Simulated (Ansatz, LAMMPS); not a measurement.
# A frame of amorphous polyoxymethylene (as short chains C15O14H32) from 400 K (244 atoms) under strain, part 2 of 2

Aim: relax a frame of amorphous polyoxymethylene (as short chains C15O14H32) from 400 K (244 atoms), then change its volume to read the bulk modulus from the stress.

Ansatz 0.2.0; Kohn-Sham DFT, PBE+D3(BJ), PAW (set soft_2), plane waves.

The cell: 60 C, 56 O and 128 H. The network of contacts between molecules at the start is that of the classical potential that made the cell. Only the Γ point is sampled.

So far. Step 2 (Single point at the start): The r.m.s. force at the start is 1.0 eV/Å. Step 3 (Cell and atoms relaxed): The relaxation was stopped at its limit after 39 steps, with a largest force component of 0.019 eV/Å.

## 4. Single point at the relaxed geometry

One more single point at the end of the walk gives the fuller output and checks the residual forces.

input.yaml

```yaml
crystal:
  lattice:
    - [13.06914, 0.08378, -0.20349]
    - [0.08378, 13.22628, -0.05296]
    - [-0.20349, -0.05296, 13.21269]
  atoms:
    - { symbol: C, position: [0.87108, 0.89632, 0.4842] }
    - { symbol: O, position: [0.90156, 0.951, 0.57363] }
    - { symbol: C, position: [0.85197, 0.04519, 0.58162] }
    - { symbol: O, position: [0.88887, 0.11976, 0.51538] }
    - { symbol: C, position: [0.99085, 0.14869, 0.54232] }
    - { symbol: O, position: [0.01633, 0.2347, 0.48717] }
    [... 232 atom lines left out ...]
    - { symbol: H, position: [0.44163, 0.94814, 0.55192] }
    - { symbol: H, position: [0.51857, 0.01415, 0.31795] }
    - { symbol: H, position: [0.43122, 0.03316, 0.41949] }
    - { symbol: H, position: [0.58499, 0.25836, 0.39964] }
    - { symbol: H, position: [0.57894, 0.17567, 0.29211] }
    - { symbol: H, position: [0.46504, 0.20605, 0.35802] }
kpoints:
  mp_grid: { grid: [1, 1, 1] }
hamiltonian:
  xc: pbe
  dispersion: d3bj
scf:
  occupations: { method: gaussian, width: 0.025 }
output:
  forces: true
  stress: true
  populations: intrinsic
  dos:
    method: { smearing: { sigma: 0.08 } }
    de: 0.1
    projected: { site_lists: { C: [C], H: [H], O: [O] } }
  eigenvalues: true
  write_density: true
  write_potential: true
  volumetric_format: npy
```

Command:

```console
ansatz run input.yaml --threads 4 --pin off --max-ram 8192MiB --backend cpu --events-out ev --progress --plain --runs-dir out
```

Numbers of over 12 decimals in the logs are rounded to 6 here.

The program printed:

```text
[...]
Crystal: 244 atoms, lattice volume = 2283.219 Å³
Basis set: ecut = 420 eV, 44615 PW (Γ), exchange–correlation on 180×180×180 points (8 copies of the dense FFT grid, shifted against one another)
Bands: 596, of which v1, the nominal top of the filled ones, is band 352 counted from 1 (351 counted from 0)
Symmetry: 1 space group operations
[...]
k-points: 1
[...]
SCF iter   1: F=—  HF=-48845.102005 eV  |F-HF|=—  |Δ(HF+E_count)|=         —  Δρ=5.40e-3  dr2=4.99e-1  ethr=1.77e-3  ⟨swp⟩=6.0  Hψ=2668  notcnv=0  defer=11
[...]
SCF iter   9: F=-48845.065391 eV  HF=-48845.065391 eV  |F-HF|=4.33e-9  |Δ(HF+E_count)|=   3.83e-7  Δρ=1.80e-6  dr2=6.46e-8  ethr=1.42e-11  ⟨swp⟩=18.0  Hψ=4639  notcnv=0
SCF 1 converged in 9 iterations: F = -48845.065391 eV  dr2 = 6.46e-8
[...]
SCF converged after 9 iterations
Free energy (F): -48845.065391 eV
[...]
Internal energy: -48845.065391 eV  (E = F + TS)
E sigma→0 (E₀):  -48845.065391 eV
Fermi energy:    2.521305 eV
[...]
--- Forces (eV/Å), atoms counted from 1 ---
  atom   1  C     -0.00317144     0.00016930     0.00162676
  atom   2  O     -0.01349945    -0.00039651    -0.01627026
  atom   3  C     -0.00615029    -0.00053229     0.00290976
  atom   4  O      0.01085526     0.00193345     0.01106688
  atom   5  C     -0.00922471     0.00684477    -0.00850207
  atom   6  O     -0.00516381    -0.01724060     0.00370312
  atom   7  C      0.00231710     0.00232911     0.00129774
  atom   8  O     -0.00013015     0.00921405     0.00458877
  atom   9  C     -0.00323527    -0.00022687    -0.00036423
  atom  10  O      0.00180909    -0.00532799    -0.00059794
  atom  11  C      0.00238084     0.00433932     0.00206468
  atom  12  O     -0.00085737    -0.00402694    -0.00363005
  atom  13  C      0.00706595     0.00632673    -0.00434110
  atom  14  O     -0.00637789    -0.00322256     0.00864569
[...]
atom 243  H      0.00064113    -0.00012123    -0.00070505
  atom 244  H     -0.00531606    -0.00093007     0.00011830
  max |Σ_I F_I| component: 1.47e-4 eV/Å
--- Stress (GPa, compression-positive) ---
       -0.174775       0.036123      -0.074941
        0.036123      -0.117748      -0.019624
       -0.074941      -0.019624      -0.135398
  P = ⅓ Tr σ = -0.1426 GPa (-1.426 kbar)
--- Band table (eV) ---
[...]
--- intrinsic populations: 244 sites ---
  site symbol       q [e]
     0      C      4.3026
     1      O      6.3861
     2      C      3.9276
[...]
243      H      0.8504
  spilling = 0.000000 (of n_electrons = 704.000000)
```

Elapsed: 67 s, on 4 threads of Arm Neoverse V1, shared host; peak memory 3.4 GiB; 4.3 min of CPU time.

Read from the output:

```
free energy                                      : -48845.0654 eV
free energy per atom                             : -200.1847 eV/atom
SCF cycles                                       : 9
pressure                                         : -0.1426 GPa
r.m.s. force component                           : 0.00373 eV/Å
longest force                                    : 0.0213 eV/Å
Fermi energy                                     : 2.521 eV
gap (highest filled to lowest empty level) : 5.395 eV
```

Intrinsic-atomic-orbital charges by element:

```tsv
element	coordination	atoms	mean charge (e)	spread	least	most
C	all	60	0.0198	0.126	-0.315	0.096
H	all	128	0.162	0.0189	0.116	0.205
O	all	56	-0.392	0.0157	-0.426	-0.357
```

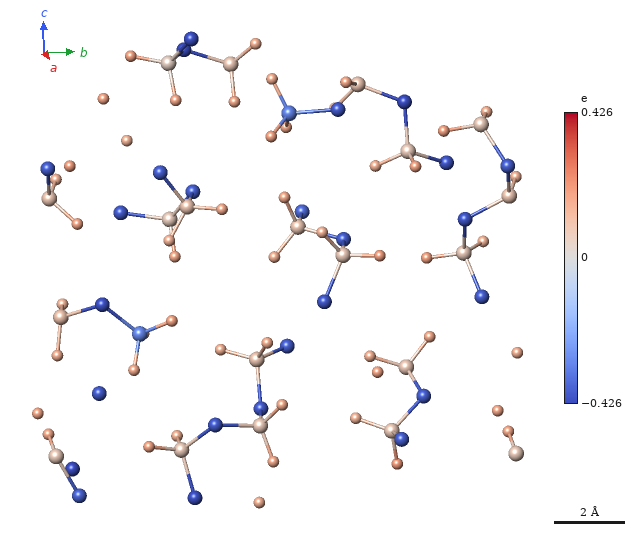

Atoms coloured by intrinsic-atomic-orbital charge. Drawn is a slice 4 Å thick, seen along the normal of the bc plane. Bonds to atoms that aren't drawn are left out.

Density of states as counts of states in windows of 1 eV (from the Fermi level), total and the larger projections:

```tsv
from (eV)	to (eV)	total	O p	C p	H s	C s	O s
-18	-16	0.0	0.0	0.0	0.0	0.0	0.0
-16	-15	26.8	9.8	0.8	3.9	11.5	0.5
-15	-14	23.8	7.3	1.7	4.2	8.9	1.4
-14	-13	22.2	5.7	3.0	4.4	6.8	2.0
-13	-12	28.3	5.6	5.7	6.4	6.8	3.3
-12	-11	19.0	2.4	4.6	4.9	4.1	2.6
-11	-10	39.0	15.0	17.4	4.7	0.6	0.4
-10	-9	76.0	25.6	34.2	12.0	1.8	1.1
-9	-8	54.2	16.7	24.6	10.1	1.3	0.9
-8	-7	45.6	12.7	20.7	10.2	0.6	0.9
-7	-6	46.9	17.1	17.4	9.6	0.4	1.9
-6	-5	57.1	31.5	11.7	9.0	0.3	3.7
-5	-4	67.2	45.1	8.6	9.4	0.3	2.7
-4	-3	70.9	54.6	4.7	9.9	0.2	0.4
-3	-2	15.0	10.9	1.0	2.7	0.0	0.1
-2	2	0.0	0.0	0.0	0.0	0.0	0.0
2	3	6.0	0.2	1.0	2.2	0.9	0.2
3	4	49.6	2.2	13.0	13.8	4.4	2.7
4	5	57.3	3.9	17.6	11.6	3.5	3.5
```

The curve was stored every 0.10 eV, coarse against its broadening of 0.08 eV, so these counts are rough.

Between -25 and -18 eV lie 112 more states.

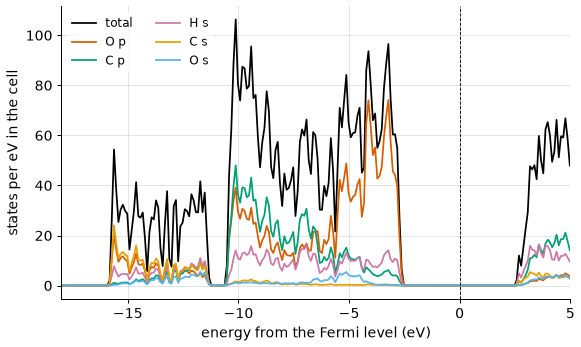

Total and projected density of states, with the broadening of the input.

The levels nearest the highest filled one (over half full), pooled over k-points and spins:

```tsv
level less the highest filled one (eV)	occupation
-0.224	2
-0.165	2
-0.129	2
-0.114	2
-0.0942	2
0	2
5.40	0
5.59	0
5.68	0
5.77	0
5.85	0
5.87	0
```

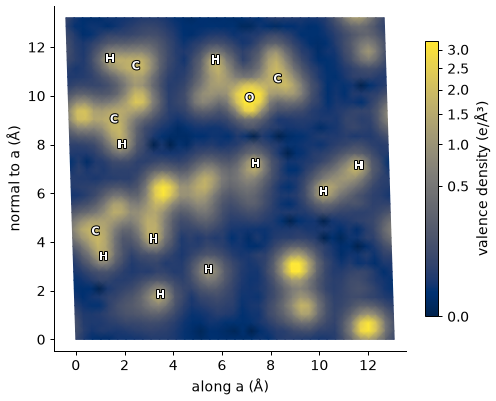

Valence density in the ac plane at fractional y = 0.267, with atoms of C and H and O within 0.2 Å of it. It is the smooth field of the valence electrons, not physical close to the nuclei. The map starts off the cell's origin, so that atoms lie inside it. The colour scale is stretched toward low values.

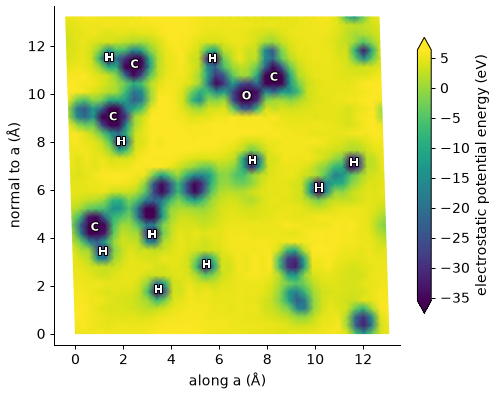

Electrostatic potential energy in the ac plane at fractional y = 0.267, with atoms of C and H and O within 0.2 Å of it. With pseudopotentials it is smooth inside the atoms' cores, unlike the true potential. The map starts off the cell's origin, so that atoms lie inside it.

Filled and empty levels are parted by 5.40 eV (at Γ alone); a semilocal functional tends to put such gaps too low. In a disordered cell it changes from sample to sample, and tail or defect levels can set it. Mean intrinsic-atomic-orbital charges: C +0.02, H +0.16, O -0.39 e. The largest share in the top eV of filled states is O p (77 % of the projected weight), and in the lowest eV of empty states H s (41 % of the projected weight).

## 5. Volume -3 %

The relaxed cell is scaled evenly and the atoms are relaxed again; the stress at the end gives one point of P(V).

input.yaml, the sections that differ from step 4:

```yaml
crystal:
  lattice:
    - [12.93712, 0.08293, -0.20143]
    - [0.08293, 13.09267, -0.05243]
    - [-0.20143, -0.05243, 13.07922]
  atoms:
    [... the 244 atom lines of step 4 ...]
output:
  forces: true
  eigenvalues: true
  stress: true
relax:
  f_tol: 0.05
  max_steps: 70
# kpoints, hamiltonian, scf: as in step 4
```

The program printed:

```text
Warning: output.stress: scf.convergence.dr2_threshold = 1e-7 eV (the SCF's general default) is looser than the 1.08e-8 eV advised for a printed stress (1e-10 eV for each atom of the cell: 244, of which 108 are counted). What an SCF threshold leaves in a stress goes as its square root, and in the free energy as the threshold itself, and one threshold admits the most on a small cell: [...]
[...]
Crystal: 244 atoms, lattice volume = 2214.722 Å³
Basis set: ecut = 420 eV, 43291 PW (Γ), exchange–correlation on 180×180×180 points (8 copies of the dense FFT grid, shifted against one another)
Bands: 596, of which v1, the nominal top of the filled ones, is band 352 counted from 1 (351 counted from 0)
Symmetry: 1 space group operations
[...]
k-points: 1
[...]
SCF iter   1: F=—  HF=-48844.456242 eV  |F-HF|=—  |Δ(HF+E_count)|=         —  Δρ=5.59e-3  dr2=5.12e-1  ethr=1.77e-3  ⟨swp⟩=6.0  Hψ=2682  notcnv=0  defer=14
[...]
SCF iter   5: F=—  HF=-48844.406790 eV  |F-HF|=—  |Δ(HF+E_count)|=   7.41e-4  Δρ=1.01e-4  dr2=2.56e-4  ethr=3.13e-7  ⟨swp⟩=2.0  Hψ=651  notcnv=0  defer=240
SCF iter   6: F=-48844.406859 eV  HF=-48844.406883 eV  |F-HF|=2.34e-5  |Δ(HF+E_count)|=   9.31e-5  Δρ=5.34e-5  dr2=5.03e-5  ethr=8.88e-9  ⟨swp⟩=12.0  Hψ=3427  notcnv=0
SCF 1 converged in 6 iterations: F = -48844.406859 eV  dr2 = 5.03e-5
[...]
relax step   1: F+E_penalty+E_count = -48844.40685932 eV  Δ(F+E_penalty+E_count) = +0.000e0 eV  max|allowed force component| = 5.239e-1 eV/Å  Δτ_max = 0.0000 Å  (6 SCF iters, dr2 threshold 6.25e-5 eV, accepted)
[...]
relax step   2: F+E_penalty+E_count = -48844.97739391 eV  Δ(F+E_penalty+E_count) = -5.705e-1 eV  max|allowed force component| = 2.477e-1 eV/Å  Δτ_max = 0.0465 Å  (6 SCF iters, dr2 threshold 1.72e-5 eV, accepted)
[...]
relax step   3: F+E_penalty+E_count = -48845.07718368 eV  Δ(F+E_penalty+E_count) = -9.979e-2 eV  max|allowed force component| = 6.434e-2 eV/Å  Δτ_max = 0.0480 Å  (7 SCF iters, dr2 threshold 3.84e-6 eV, accepted)
[...]
relax step   4: F+E_penalty+E_count = -48845.08462787 eV  Δ(F+E_penalty+E_count) = -7.444e-3 eV  max|allowed force component| = 2.001e-2 eV/Å  Δτ_max = 0.0355 Å  (8 SCF iters, accepted)
SCF converged after 8 iterations
Free energy (F): -48845.084628 eV
[...]
Internal energy: -48845.084628 eV  (E = F + TS)
E sigma→0 (E₀):  -48845.084628 eV
Fermi energy:    2.750308 eV
[...]
Σ components = -48845.084628   (vs F -48845.084628, Δ=0.00e0)
--- Forces (eV/Å), atoms counted from 1 ---
  atom   1  C     -0.00705789    -0.01088028    -0.01291432
  atom   2  O     -0.00504405     0.01260513    -0.00047790
  atom   3  C     -0.01115098    -0.00567534     0.01371812
  atom   4  O      0.01219854    -0.00387452    -0.00600912
[...]
atom 244  H      0.01230537    -0.00791581     0.00338042
  max |Σ_I F_I| component: 3.26e-4 eV/Å
--- Stress (GPa, compression-positive) ---
        0.006736       0.038835      -0.104228
        0.038835       0.059056      -0.017841
       -0.104228      -0.017840       0.043337
  P = ⅓ Tr σ = 0.0364 GPa (0.364 kbar)
--- Band table (eV) ---
[...]
--- Relaxed structure (4 steps of the walk, 4 accepted, 0 SCFs on fresh bases) ---
  F+E_penalty+E_count = -48845.08462787 eV   max|allowed force component| = 2.001e-2 eV/Å
  atoms:
    - { symbol: C, position: [0.867005, 0.890864, 0.483670] }
    - { symbol: O, position: [0.896481, 0.946848, 0.573824] }
    - { symbol: C, position: [0.846055, 0.041879, 0.580545] }
    - { symbol: O, position: [0.884824, 0.117186, 0.514510] }
[...]
- { symbol: H, position: [0.463703, 0.208224, 0.356125] }
```

It took 3.2 min on 4 threads; peak memory 3.3 GiB; 13 min of CPU time.

The program notes that the SCF threshold is loose for the stress.

The relaxation converged after 4 steps, 0.678 eV below its start, with a largest force component of 0.020 eV/Å.

Volume -3 %: the energy stands 0.0192 eV below that of the reference, at a pressure of 0.0364 GPa.

## 6. Volume +3 %

The relaxed cell is scaled to another volume.

Input and log are left out; they have the form of those shown for this kind of step.

Elapsed: 3.5 min, on 4 threads of Arm Neoverse V1, shared host; peak memory 3.5 GiB; 14 min of CPU time.

The relaxation converged after 4 steps, 0.631 eV below its start, with a largest force component of 0.016 eV/Å.

Volume +3 %: the energy stands 0.0889 eV above that of the reference, at a pressure of -0.274 GPa.

## 7. Volume -6 %

The relaxed cell is scaled to another volume.

Input and log are left out; they have the form of those shown for this kind of step.

The job ended after 8.2 min (4 threads of Arm Neoverse V1, shared host; peak memory 3.3 GiB; 32 min of CPU time).

The relaxation was stopped at its limit after 10 steps, 2.88 eV below its start, with a largest force component of 0.098 eV/Å.

Volume -6 %: the energy stands 0.0207 eV above that of the reference.

## 8. Volume +6 %

The relaxed cell is scaled to another volume.

input.yaml, the sections that differ from step 5:

```yaml
crystal:
  lattice:
    - [13.32546, 0.08542, -0.20748]
    - [0.08542, 13.48568, -0.054]
    - [-0.20748, -0.054, 13.47183]
  atoms:
    [... the 244 atom lines of step 4 ...]
# kpoints, hamiltonian, scf, output, relax: as in step 5
```

The program printed:

```text
Warning: output.stress: scf.convergence.dr2_threshold = 1e-7 eV (the SCF's general default) is looser than the 1.08e-8 eV advised for a printed stress (1e-10 eV for each atom of the cell: 244, of which 108 are counted). What an SCF threshold leaves in a stress goes as its square root, and in the free energy as the threshold itself, and one threshold admits the most on a small cell: [...]
[...]
Pseudopotentials: kind: paw
Pseudopotential: C, paw, valence charge 4, recommended cutoff 420 eV (normal), C.paw.azcp
Pseudopotential: O, paw, valence charge 6, recommended cutoff 420 eV (normal), O.paw.azcp
Pseudopotential: H, paw, valence charge 1, recommended cutoff 420 eV (normal), H.paw.azcp
[... 5 lines on functional and potentials left out ...]
Crystal: 244 atoms, lattice volume = 2420.211 Å³
Basis set: ecut = 420 eV, 47305 PW (Γ), exchange–correlation on 180×192×192 points (8 copies of the dense FFT grid, shifted against one another)
Bands: 596, of which v1, the nominal top of the filled ones, is band 352 counted from 1 (351 counted from 0)
Symmetry: 1 space group operations
Space group: P1 (ITA 1), of the structure as read, at distance tolerance 1.3e-4 Å
k-points: 1
[... 7 lines on functional and potentials left out ...]
Initial density: superposition of atomic densities (neutral atoms: chi_scale 0, normalization atom), corrected by the library's trained network
Initial wavefunctions: pseudopotential atomic-orbital guess
[...]
SCF iter   1: F=—  HF=-48842.449647 eV  |F-HF|=—  |Δ(HF+E_count)|=         —  Δρ=5.13e-3  dr2=4.87e-1  ethr=1.77e-3  ⟨swp⟩=6.0  Hψ=2641  notcnv=0  defer=6
preconditioner: auto → Resta (q_TF=auto, 2.221 Å⁻¹)  ε∞=2.5  [insulator: Δε(μ)=5.404 eV  Ē_g=16.593 eV  σ=0.025 eV  W_gap=1.00  n_scr=454 (ndim 8)  ℏωp=20.0 eV  f_vac=0.224  D(μ)=0.00/eV (n_scr^D=0)  ε∞_Penn≈2.5]
[...]
SCF iter   5: F=—  HF=-48842.430200 eV  |F-HF|=—  |Δ(HF+E_count)|=   6.76e-4  Δρ=1.09e-4  dr2=3.39e-4  ethr=3.54e-7  ⟨swp⟩=2.0  Hψ=654  notcnv=0  defer=240
SCF iter   6: F=-48842.430249 eV  HF=-48842.430279 eV  |F-HF|=2.95e-5  |Δ(HF+E_count)|=   7.89e-5  Δρ=5.57e-5  dr2=6.07e-5  ethr=8.88e-9  ⟨swp⟩=12.0  Hψ=3611  notcnv=0
SCF 1 converged in 6 iterations: F = -48842.430249 eV  dr2 = 6.07e-5
[...]
relax step   1: F+E_penalty+E_count = -48842.43024902 eV  Δ(F+E_penalty+E_count) = +0.000e0 eV  max|allowed force component| = 8.830e-1 eV/Å  Δτ_max = 0.0000 Å  (6 SCF iters, dr2 threshold 6.25e-5 eV, accepted)
[...]
relax step   2: F+E_penalty+E_count = -48844.44407148 eV  Δ(F+E_penalty+E_count) = -2.014e0 eV  max|allowed force component| = 4.733e-1 eV/Å  Δτ_max = 0.0887 Å  (7 SCF iters, dr2 threshold 4.87e-5 eV, accepted)
[...]
relax step   5: F+E_penalty+E_count = -48844.83370082 eV  Δ(F+E_penalty+E_count) = -7.095e-3 eV  max|allowed force component| = 2.823e-2 eV/Å  Δτ_max = 0.0468 Å  (8 SCF iters, accepted)
[...]
relax step   6: F+E_penalty+E_count = -48844.83809151 eV  Δ(F+E_penalty+E_count) = -4.391e-3 eV  max|allowed force component| = 3.615e-2 eV/Å  Δτ_max = 0.0521 Å  (8 SCF iters, accepted)
[...]
Step cancelled. What follows is not a result of the run: it is the report of the last solve that finished, which converged after 8 SCF iterations.
Free energy (F): -48844.838092 eV
Harris-Foulkes:  -48844.838091 eV  (|F-HF|=1.24e-8)
Internal energy: -48844.838092 eV  (E = F + TS)
E sigma→0 (E₀):  -48844.838092 eV
Fermi energy:    2.096690 eV
--- Per-component energies (eV) ---
[...]
Σ components = -48844.838092   (vs F -48844.838092, Δ=0.00e0)
--- Forces (eV/Å), atoms counted from 1 ---
  atom   1  C     -0.01226728    -0.00747582    -0.02634018
  atom   2  O      0.00646224    -0.00185172     0.00535638
  atom   3  C     -0.01685799    -0.00245911     0.01635066
  atom   4  O     -0.00575143     0.00692804    -0.01141832
[...]
atom 244  H      0.00989975    -0.00466663     0.00421241
  max |Σ_I F_I| component: 2.07e-4 eV/Å
--- Stress (GPa, compression-positive) ---
       -0.458092       0.023298      -0.045713
        0.023297      -0.388730      -0.027881
       -0.045712      -0.027881      -0.394331
  P = ⅓ Tr σ = -0.4137 GPa (-4.137 kbar)
--- Band table (eV) ---
  k-point 0: bands = ["-22.3965", "-22.3333", "-22.2842", "-22.2466", [... 580 levels ...], "11.4845", "11.4932", "11.5217", "11.5392", "11.5698", "11.5879", "11.5901", "11.6516", "11.6611", "11.6807", "11.7192", "11.7317"]
End of that report.
Error: SIGTERM received: cancelled by the caller after 4 completed SCF iterations
```

The job ended after 5.7 min (4 threads; peak memory 3.6 GiB).

The relaxation was stopped at its limit after 6 steps, 2.41 eV below its start, with a largest force component of 0.036 eV/Å.

Volume +6 %: the energy stands 0.227 eV above that of the reference.

## 9. Volume -10 %

The relaxed cell is scaled to another volume.

Input and log are left out; they have the form of those shown for this kind of step.

The job ended after 4.4 min (4 threads of Arm Neoverse V1, shared host; peak memory 3.2 GiB; 17 min of CPU time).

The relaxation was stopped at its limit after 5 steps, 8.39 eV below its start, with a largest force component of 0.045 eV/Å.

Volume -10 %: the energy stands 0.421 eV above that of the reference.

## 10. Pressure against volume

Atoms are relaxed at each volume, in the scaled cell.

```tsv
volume change (%)	volume (Å³/atom)	energy change (meV/atom)	pressure (GPa)	largest move on relaxing (Å)	bonds	gap (eV)
-3	9.077	-0.08	0.04	0.11	240	5.45
+0	9.357	0.00	-0.14	-	240	5.40
+3	9.638	0.36	-0.27	0.08	240	5.35
```

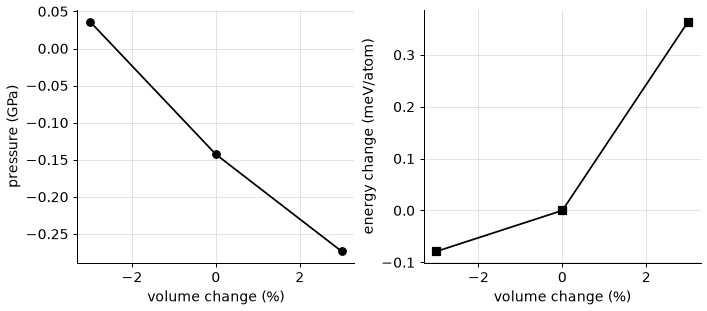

Pressure and energy against volume.

## 11. Outcome

The bulk modulus, from the slope of pressure against ln V over the three points nearest the relaxed volume, is 5.17 GPa. The gap goes from 5.45 eV at the smallest volume to 5.35 eV at the largest, -1.7 eV per unit of ln V by a straight line, on the run's k-points.

**Limits.** Strains are finite and relaxations stop at the force tolerance of the input, which can leave moduli too stiff; they are those of a static cell at zero temperature. Volumes are changed with the cell's shape held, so in an anisotropic solid the modulus lies over the one under free hydrostatic load. The first relaxation stopped at its limit, so the strained cells go on relaxing towards a minimum that it hadn't reached. The program notes that the SCF threshold of the relaxations is loose for the stress.

The DFT runs together took 54 min of wall time.

[Logs are printed without paths, hosts, clocks, repeated set-up lines and the standing remarks that a program may print on its own settings, such as how far it seeks lower states.]

[Hosts, paths, dates, database ids (printed as entryN), source tags and the programs' standing remarks are cut or masked in the printed files.]
